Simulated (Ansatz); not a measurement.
# C₂H₅ClOSi: what the fields show

The calculation's input:

```
crystal:
  periodic: [false, false, false]
  atoms:
    - { symbol: C, position_ang: [-2.0479, 0.3871, 0.4781] }
    - { symbol: C, position_ang: [-0.9077, 0.049, -0.1275] }
    - { symbol: O, position_ang: [0.2968, 0.1552, 0.5156] }
    - { symbol: Si, position_ang: [1.7145, -0.2668, -0.2418] }
    - { symbol: Cl, position_ang: [3.2214, 0.0603, 1.1008] }
    - { symbol: H, position_ang: [-2.0489, 0.7559, 1.4989] }
    - { symbol: H, position_ang: [-3.0004, 0.3021, -0.0333] }
    - { symbol: H, position_ang: [-0.8914, -0.3205, -1.1459] }
    - { symbol: H, position_ang: [1.7119, -1.7061, -0.6089] }
    - { symbol: H, position_ang: [1.9517, 0.584, -1.436] }
basis:
  gaussian:
    orbitals: cc-pVDZ
hamiltonian:
  xc: pbe
output:
  orbitals: {}
  forces: true
```

Launched as:

```sh
python c2h5closi_methods.py
```

Not at a stationary point (largest force 1.0 eV/Å).

Computed with Ansatz, SCF PBE, Gaussian basis.

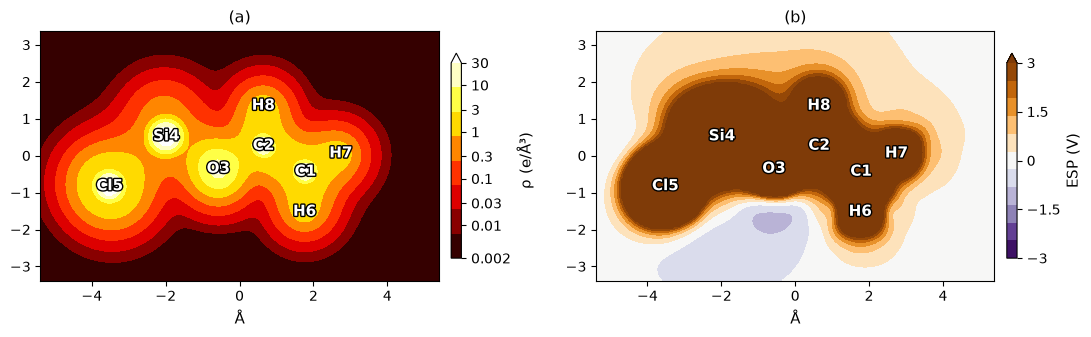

Figure 1. (a) electron density; (b) molecular electrostatic potential on the plane of atoms C2, C1 and H6.

**What does the map show?**

- The plane passes through C, O, Si, Cl and H nuclei.
- C–C (1.33 Å): the density is about 2.3 e/Å³ at the midpoint.
- C–O (1.37 Å): ρ is about 2.2 e/Å³ halfway, with its minimum of 1.8 e/Å³ about 0.5 Å from C.
- Si–O (1.66 Å): ρ at the midpoint is about 1 e/Å³.
- Si–Cl (2.04 Å): ρ is about 0.89 e/Å³ halfway.
- C–H (1.08 Å): ρ at the midpoint is about 2 e/Å³.
- Outside the dense part of the molecule the potential is most negative (−1.1 V) near O3.

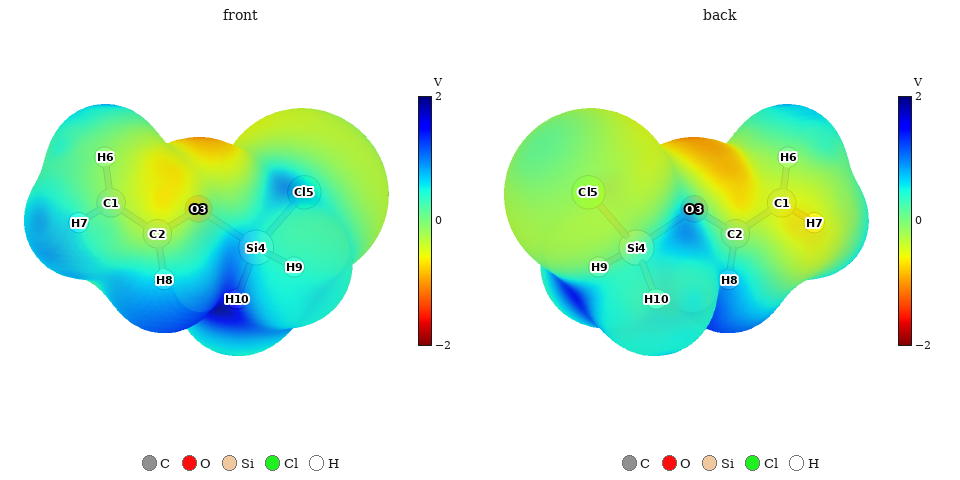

Figure 2. The molecular electrostatic potential painted on the density surface at 0.002 e/bohr³, seen from the front and from behind; the colour scale runs from red (negative) to blue (positive).

**Which sites attract a positive test charge, and which a negative one?**

A positive charge is drawn to the negative regions and a negative charge to the positive ones. The most negative region (about −1.0 V) lies over O3, the most positive (about +1.7 V) over Si4. Cl5 shows a σ-hole: about +0.2 V at the tip opposite its bond, against about −0.3 V on its flanks.
